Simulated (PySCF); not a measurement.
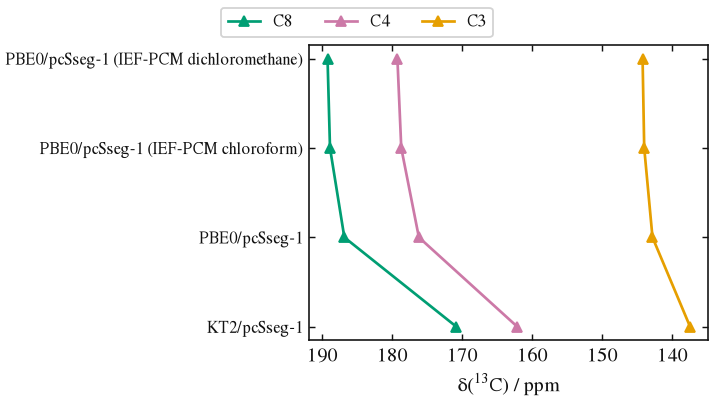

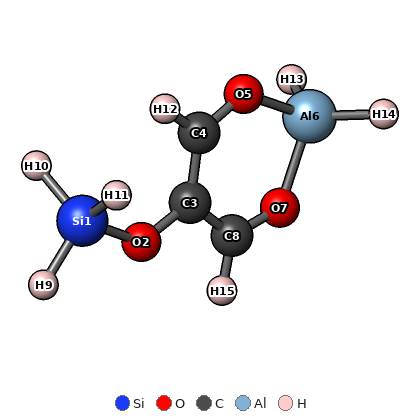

GIAO ¹³C shifts of C₃H₇AlO₃Si, SMILES [SiH3]OC1=C[O][AlH2-][O+]=C1, singlet at several levels, one geometry, PySCF, at a PBE0-D3(BJ)/def2-SVP geometry (no frequency check); values of one conformer, averaged over methyl-type rotors and exact or near symmetry; other conformers aren't averaged in; each against TMS at the same level.

Q: How much does each signal move over these levels?

A:
```
atoms  lowest  highest  spread (ppm)
   C8   170.8    189.2          18.4
   C4   162.1    179.2          17.1
   C3   137.4    144.2           6.8
```

Q: Do all levels give the signals in the same order?

A: Yes, the order of the signals is the same at every level.
